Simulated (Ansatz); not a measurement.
# FGeH5SiZn: the cost of one run

Method: RHF/def2-SVP, in Ansatz 0.2.0.

## Step 1: Starting point

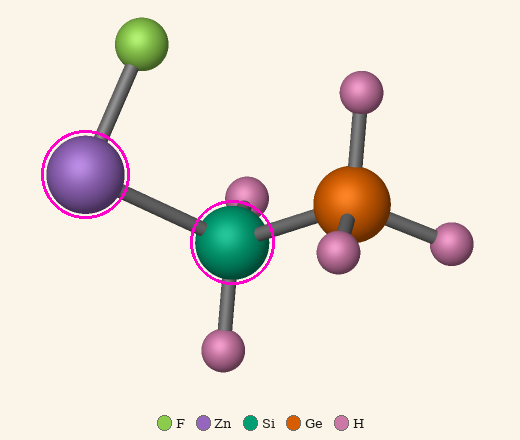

The starting structure, seen from a chosen angle (fluorine green, zinc purple, silicon teal, germanium orange, hydrogen pink). Ringed: Zn2, Si3.

Structure file:

```xyz
9

F     1.8291   -1.9547   -0.8116
Zn    2.4496   -0.6286    0.5867
Si    0.6526    0.8104   -0.3191
Ge   -1.2131   -0.1654    0.3921
H     0.7126    0.8524   -1.7923
H     0.7678    2.1901    0.2327
H    -2.4628    0.6586   -0.1139
H    -1.3352   -1.5988   -0.1786
H    -1.3123   -0.2103    1.9868
```

## Step 2: Relaxing end A

input.yaml reads:

```yaml
crystal:
  periodic: [false, false, false]
  atoms:
    - { symbol: F, position_ang: [1.8291, -1.9547, -0.8116] }
    - { symbol: Zn, position_ang: [2.4496, -0.6286, 0.5867] }
    - { symbol: Si, position_ang: [0.6526, 0.8104, -0.3191] }
    - { symbol: Ge, position_ang: [-1.2131, -0.1654, 0.3921] }
    - { symbol: H, position_ang: [0.7126, 0.8524, -1.7923] }
    - { symbol: H, position_ang: [0.7678, 2.1901, 0.2327] }
    - { symbol: H, position_ang: [-2.4628, 0.6586, -0.1139] }
    - { symbol: H, position_ang: [-1.3352, -1.5988, -0.1786] }
    - { symbol: H, position_ang: [-1.3123, -0.2103, 1.9868] }
basis:
  gaussian: { orbitals: def2-SVP }
hamiltonian:
  xc: hf
relax:
  f_tol: 0.015
  max_steps: 40
output:
  orbitals: {}
```

Run with:

```console
> ansatz run input.yaml --threads 2 --pin off --max-ram 3072MiB --backend cpu --events-out ev --progress --plain --runs-dir out
```

What time and memory should one allow on 2 threads of Arm Neoverse V2, shared host?

About 48 s, with a peak of 0.29 GiB.
